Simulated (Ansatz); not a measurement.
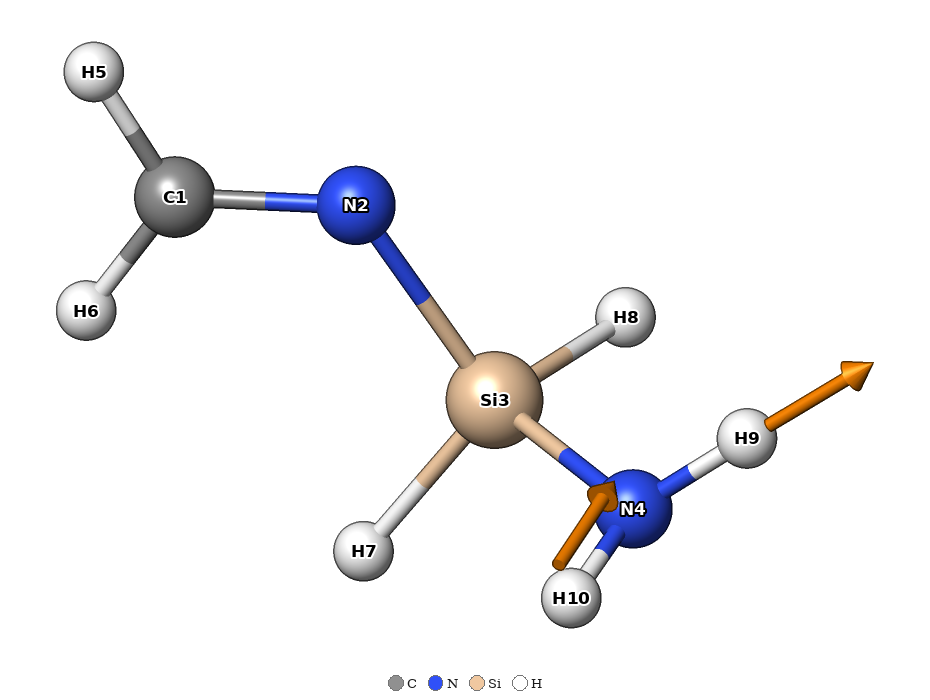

The arrows show one normal mode. Harmonic vibrations computed with RKS PBE0-D4/def2-TZVP (Ansatz 0.2.0) at a stationary point of the same level.

### What kind of motion is it?

Mostly out-of-phase stretching of 2 N–H bonds.

### Estimate its harmonic wavenumber.

3699 cm⁻¹; it is mode 24 of 24 counted from the lowest.
